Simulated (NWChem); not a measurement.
**One shape, several levels: C2H6GeO (SMILES C=C[O][GeH3])**

Wanted: a comparison of 3 runs (HF/STO-3G, HF/3-21G, B3LYP/6-31G*) of C2H6GeO. 

The results are computed with NWChem 7.3.0.

## 1. The molecule

C2H6GeO has 10 atoms, charge 0, and is taken as a singlet. SMILES: `C=C[O][GeH3]`. The coordinates come from a PBE0-D4/def2-TZVP relaxation. This is a higher conformer, about 10 kJ/mol above the lowest found by a separate search.

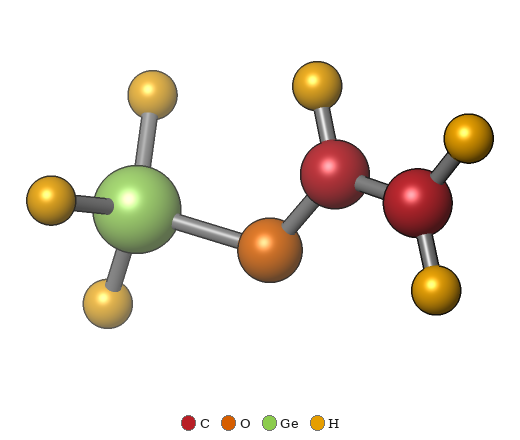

Viewed from a chosen angle; carbon red, oxygen orange, germanium green, hydrogen amber.

## 2. Energy and gradient at HF/STO-3G (run 1)

mymol.nw

```
start mymol
title "C2H6GeO hf"
memory stack 880 mb heap 220 mb global 1100 mb
geometry noautosym nocenter noautoz
C     1.885200    0.223100    0.964200
C     0.623800    0.309500    0.564700
O     0.221400   -0.016400   -0.682100
Ge   -1.506700   -0.349900   -1.019500
H     2.151400    0.532000    1.965400
H     2.661900   -0.141400    0.303700
H    -0.150900    0.681400    1.238600
H    -1.845300   -1.758500   -0.506600
H    -2.339300    0.714300   -0.284400
H    -1.618300   -0.245100   -2.540900
end
basis "ao basis" spherical bse
C library STO-3G
O library STO-3G
Ge library STO-3G
H library STO-3G
end
scf
nopen 0
rhf
thresh 1e-08
maxiter 80
print medium
end
task scf gradient
```

The run is started by

```sh
$ nwchem mymol.nw > mymol.out
```

Standard output:

```text
[...]
  functions       =    39
[...]
  wavefunction    = RHF
[...]
         Total SCF energy =  -2203.867415960874
      One-electron energy =  -3604.510803564408
      Two-electron energy =   1141.647847866450
 Nuclear repulsion energy =    258.995539737084
        Time for solution =      4.1s
[...]
                         RHF ENERGY GRADIENTS
    atom               coordinates                        gradient
                 x          y          z           x          y          z
   1 C       3.562511   0.421598   1.822074    0.015978  -0.002403   0.002291
   2 C       1.178811   0.584870   1.067128   -0.016770  -0.002867  -0.026884
   3 O       0.418385  -0.030992  -1.288982    0.028729   0.012108   0.037151
   4 Ge     -2.847250  -0.661215  -1.926576    0.002021  -0.000514  -0.002791
   5 H       4.065556   1.005334   3.714067   -0.002555   0.001647   0.003864
   6 H       5.030262  -0.267207   0.573910    0.002044  -0.001548  -0.004345
   7 H      -0.285160   1.287659   2.340615   -0.002682  -0.001775  -0.004917
   8 H      -3.487111  -3.323083  -0.957335   -0.006974  -0.034891   0.013403
   9 H      -4.420636   1.349831  -0.537438   -0.019006   0.027284   0.019422
  10 H      -3.058144  -0.463172  -4.801605   -0.000787   0.002958  -0.037193
[...]
```

Wall time 6.3 s (1 thread of AMD EPYC 7R43 (Zen 3), shared host); peak memory 0.096 GiB.

## 3. Energy and forces at HF/3-21G (run 2)

sp.xyz

```xyz
10
C2H6GeO gradient
C      1.885200     0.223100     0.964200
C      0.623800     0.309500     0.564700
O      0.221400    -0.016400    -0.682100
Ge    -1.506700    -0.349900    -1.019500
H      2.151400     0.532000     1.965400
H      2.661900    -0.141400     0.303700
H     -0.150900     0.681400     1.238600
H     -1.845300    -1.758500    -0.506600
H     -2.339300     0.714300    -0.284400
H     -1.618300    -0.245100    -2.540900
```

sp.nw

```
start sp
title "C2H6GeO gradient"
memory stack 880 mb heap 220 mb global 1100 mb
geometry noautosym nocenter noautoz
   load format xyz sp.xyz
end
basis spherical bse
   * library 3-21G
end
scf
   singlet
   rhf
   thresh 1e-08
   maxiter 80
   print medium
end
task scf gradient
```

The run is started by

```sh
$ nwchem sp.nw > sp.out
```

Standard output:

```text
[...]
  functions       =    61
[...]
  wavefunction    = RHF
[...]
         Total SCF energy =  -2218.558729080235
      One-electron energy =  -3607.067208961713
      Two-electron energy =   1129.512940144395
 Nuclear repulsion energy =    258.995539737084
        Time for solution =      4.5s
[...]
                         RHF ENERGY GRADIENTS
    atom               coordinates                        gradient
                 x          y          z           x          y          z
   1 C       3.562511   0.421598   1.822074    0.010178  -0.002264  -0.001252
   2 C       1.178811   0.584870   1.067128   -0.026451  -0.007286  -0.024796
   3 O       0.418385  -0.030992  -1.288982    0.037362   0.008103   0.014987
   4 Ge     -2.847250  -0.661215  -1.926576   -0.024807  -0.001056   0.004355
   5 H       4.065556   1.005334   3.714067    0.000163   0.003071   0.007107
   6 H       5.030262  -0.267207   0.573910    0.007179  -0.003351  -0.005237
   7 H      -0.285160   1.287659   2.340615   -0.008558   0.002684   0.004529
   8 H      -3.487111  -3.323083  -0.957335    0.001906  -0.000874   0.001066
   9 H      -4.420636   1.349831  -0.537438    0.000183   0.000582   0.000715
  10 H      -3.058144  -0.463172  -4.801605    0.002844   0.000390  -0.001474
[...]
```

Wall time 6.9 s (1 thread of AMD EPYC 7R43 (Zen 3), shared host); peak memory 0.092 GiB.

## 4. Energy and gradient at B3LYP/6-31G(d) (Cartesian functions) (run 3)

mol.xyz

```xyz
10
C2H6GeO
C      1.885200     0.223100     0.964200
C      0.623800     0.309500     0.564700
O      0.221400    -0.016400    -0.682100
Ge    -1.506700    -0.349900    -1.019500
H      2.151400     0.532000     1.965400
H      2.661900    -0.141400     0.303700
H     -0.150900     0.681400     1.238600
H     -1.845300    -1.758500    -0.506600
H     -2.339300     0.714300    -0.284400
H     -1.618300    -0.245100    -2.540900
```

run.py

```python
from ase.io import read
from ase.calculators.nwchem import NWChem

system = read('mol.xyz')

calc = NWChem(
    label='mol',
    theory='dft',
    memory='2200 mb',
    basis='6-31G*',
    dft={'xc': 'b3lyp', 'mult': '1', 'grid': 'fine', 'convergence': 'energy 1e-08', 'iterations': '100', 'mulliken': None},
)
system.calc = calc

forces = system.get_forces()
e = system.get_potential_energy()
print(f"E = {e:.6f} eV")
print("forces (eV/A):")
for s, f in zip(system.symbols, forces):
    print(f"{s:2s} {f[0]:10.5f} {f[1]:10.5f} {f[2]:10.5f}")
print("dipole (e A):", system.get_dipole_moment().round(4))
```

The run is started by

```sh
$ export ASE_NWCHEM_COMMAND="nwchem PREFIX.nwi > PREFIX.nwo"
$ python run.py
```

Standard output:

```text
E = -60729.889967 eV
forces (eV/A):
C     0.32890   -0.02499    0.10300
C    -0.17617    0.12182    0.39816
O     0.23834   -0.01666   -0.48182
Ge   -0.27285   -0.07544   -0.05975
H     0.07096    0.02227    0.08973
H     0.09138   -0.02653   -0.02946
H    -0.06726    0.04463    0.02448
H    -0.07400   -0.14177    0.03368
H    -0.11004    0.09210    0.05662
H    -0.02921    0.00463   -0.13462
dipole (e A): [-0.4007 -0.0256  0.0229]
```

The calculator wrote mol.nwi:

```
title "mol"

permanent_dir mol

scratch_dir mol

start mol

geometry units angstrom nocenter noautosym noautoz
  C  1.8852000000000000e+00 2.2309999999999999e-01 9.6419999999999995e-01
  C  6.2380000000000002e-01 3.0950000000000000e-01 5.6469999999999998e-01
  O  2.2140000000000001e-01 -1.6400000000000001e-02 -6.8210000000000004e-01
  Ge -1.5066999999999999e+00 -3.4989999999999999e-01 -1.0195000000000001e+00
  H  2.1514000000000002e+00 5.3200000000000003e-01 1.9654000000000000e+00
  H  2.6619000000000002e+00 -1.4140000000000000e-01 3.0370000000000003e-01
  H  -1.5090000000000001e-01 6.8140000000000001e-01 1.2385999999999999e+00
  H  -1.8452999999999999e+00 -1.7585000000000000e+00 -5.0660000000000005e-01
  H  -2.3393000000000002e+00 7.1430000000000005e-01 -2.8439999999999999e-01
  H  -1.6183000000000001e+00 -2.4510000000000001e-01 -2.5409000000000002e+00
end

memory 2200 mb

basis noprint
   * library 6-31G*
end

dft
  xc b3lyp
  mult 1
  grid fine
  convergence energy 1e-08
  iterations 100
  mulliken
end

task dft gradient
```

mol.nwo (excerpt; [...] marks lines left out):

```text
[...]
         Total DFT energy =    -2231.782310264528
[...]
  wavefunction    = closed shell
                         DFT ENERGY GRADIENTS
    atom               coordinates                        gradient
                 x          y          z           x          y          z
   1 C       3.562511   0.421598   1.822074   -0.006396   0.000486  -0.002003
   2 C       1.178811   0.584870   1.067128    0.003426  -0.002369  -0.007743
   3 O       0.418385  -0.030992  -1.288982   -0.004635   0.000324   0.009370
[... 6 lines of this table left out ...]
  10 H      -3.058144  -0.463172  -4.801605    0.000568  -0.000090   0.002618
[...]
```

It took 41 s on 1 thread of AMD EPYC 7R43 (Zen 3), shared host; peak memory 0.12 GiB.

## 5. The series

```csv
run,level,Cartesian functions,iteration cap,energy (Eh),dipole moment (D),HOMO energy (eV),LUMO energy (eV),wall time
1,HF/STO-3G,no,80,-2203.867416,2.17,-6.72,9.47,6.3 s
2,HF/3-21G,no,80,-2218.558729,2.35,-8.99,3.71,6.9 s
3,B3LYP/6-31G* (Cartesian functions),yes,100,-2231.782310,1.93,-6.01,-0.05,41 s
```

## 6. What came out

```
                       quantity           value
            run 3: total energy  -2231.78231 Eh
           run 3: dipole moment          1.93 D
             run 3: HOMO energy        -6.01 eV
             run 3: LUMO energy        -0.05 eV
           run 3: HOMO–LUMO gap         5.96 eV
run 3: largest force on an atom      0.538 eV/Å
```

In words: The dipole moment (its size) runs from 1.93 D (B3LYP/6-31G*) to 2.35 D (HF/3-21G). The two ends differ in method and basis. The HOMO–LUMO gap runs from 5.96 eV (B3LYP/6-31G*) to 16.19 eV (HF/STO-3G). In run 1 the basis is minimal, so the values are rough. All runs together took 54 s, the longest 41 s.
